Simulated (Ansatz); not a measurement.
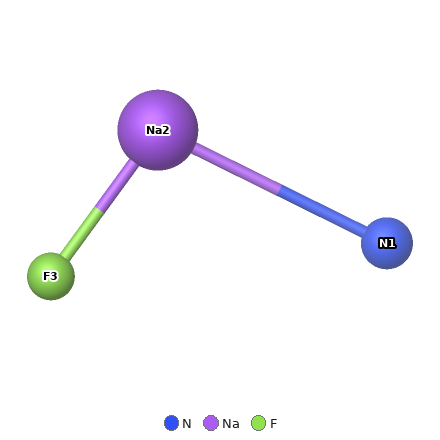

The system is N + NaF, spin multiplicity 4; the picture shows the reference structure. 
- Coordinates scanned: (1) distance N1–Na2; (2) distance Na2–F3.
- Nothing is relaxed (the angle N1–Na2–F3 is fixed at 100 degrees).
- Grid: 11 × 11 points.
- Energies: kJ/mol, counted from N far from the relaxed NaF (each part in its own basis).
- All numbers below come from Ansatz 0.2.0, UKS BHLYP-D4/def2-SVPD.

Its coordinates:

```
atom    x (Å)   y (Å)   z (Å)
   N  -2.7080  0.0000  0.0000
  Na   0.0000  0.0000  0.0000
   F   0.3313  1.8790  0.0000
```

Range: distance N1–Na2 from 1.896 to 3.896 Å; distance Na2–F3 from 1.808 to 3.808 Å.

### What will the energy surface look like?

The lowest grid point is at distance N1–Na2 = 2.708 Å, distance Na2–F3 = 1.908 Å, −9 kJ/mol from N far from the relaxed NaF (each part in its own basis). No other kind of well shows on this grid. The highest grid point, distance N1–Na2 = 1.896 Å, distance Na2–F3 = 3.808 Å, lies 330 kJ/mol above the lowest.

| distance Na2–F3 ↓, distance N1–Na2 → | 1.896 | 1.996 | 2.143 | 2.314 | 2.504 | 2.708 | 2.926 | 3.154 | 3.392 | 3.640 | 3.896 |
| --- | --- | --- | --- | --- | --- | --- | --- | --- | --- | --- | --- |
| 3.808 | 321 | 292 | 269 | 258 | 256 | 256 | 255 | 257 | 260 | 262 | 264 |
| 3.552 | 299 | 270 | 246 | 234 | 230 | 228 | 227 | 229 | 232 | 234 | 236 |
| 3.304 | 272 | 242 | 218 | 205 | 200 | 198 | 196 | 198 | 200 | 203 | 205 |
| 3.066 | 239 | 210 | 185 | 172 | 167 | 165 | 163 | 164 | 167 | 169 | 171 |
| 2.838 | 204 | 175 | 150 | 136 | 131 | 130 | 129 | 129 | 130 | 132 | 134 |
| 2.620 | 167 | 137 | 112 | 99 | 94 | 93 | 93 | 93 | 94 | 96 | 98 |
| 2.416 | 129 | 100 | 75 | 62 | 56 | 55 | 56 | 57 | 59 | 60 | 61 |
| 2.226 | 96 | 66 | 42 | 28 | 23 | 22 | 23 | 24 | 25 | 26 | 28 |
| 2.055 | 72 | 43 | 18 | 4 | −1 | −2 | −1 | 0 | 1 | 2 | 3 |
| 1.908 | 65 | 36 | 11 | −2 | −8 | −9 | −9 | −8 | −6 | −5 | −4 |
| 1.808 | 75 | 46 | 21 | 7 | 1 | 0 | 1 | 2 | 3 | 4 | 5 |

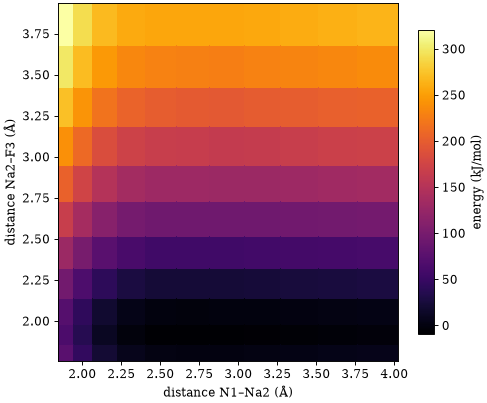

In the figure: one coloured cell a grid point.

Time for the 121 points that were run: 15 min on 1 thread of Intel(R) Xeon(R) Processor @ 2.50GHz (Skylake/Cascade Lake), on a shared host.
